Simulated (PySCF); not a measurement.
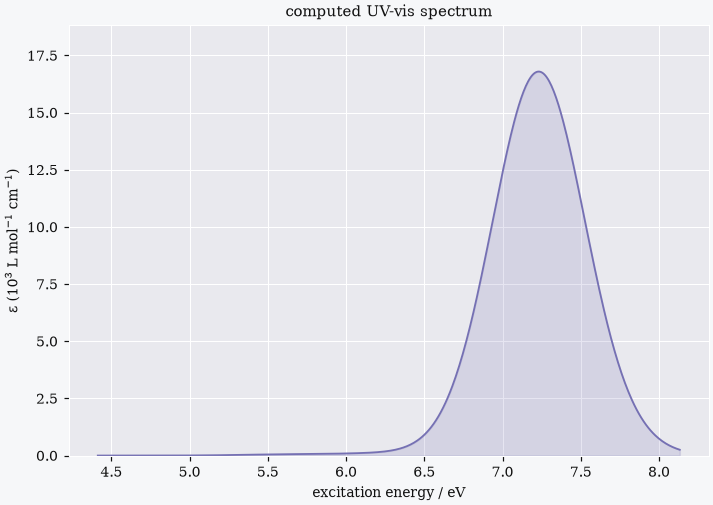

Vertical TDDFT excitations, PBE0/def2-SVPD with PySCF 2.14.0, at a PBE0-D3(BJ)/def2-SVP geometry (no frequency check), gas phase. Only the first 10 singlet excitations are included; each is broadened by a Gaussian of 1/e half-width 0.40 eV.

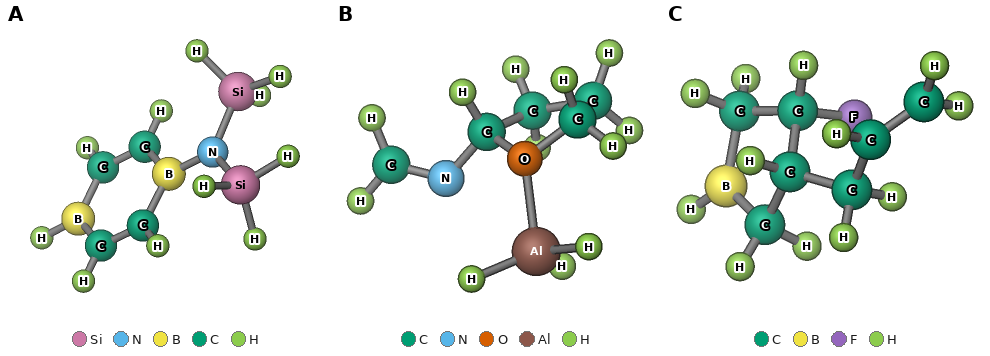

Whose absorption spectrum is this? The candidates are drawn in the second picture.

Structure C, C₇H₁₂BF, SMILES C=CC[C@@H]1CBC[C@@H]1F. Its lowest singlet lies at 5.61 eV (f = 0.001) and the brightest of those computed is S7 at 7.24 eV (171 nm), f = 0.368, mainly HOMO → LUMO+1 (87 %).

Known limits of this run: states above the negative HOMO energy depend on the basis; one conformer of a flexible molecule; core orbitals are frozen in the response.
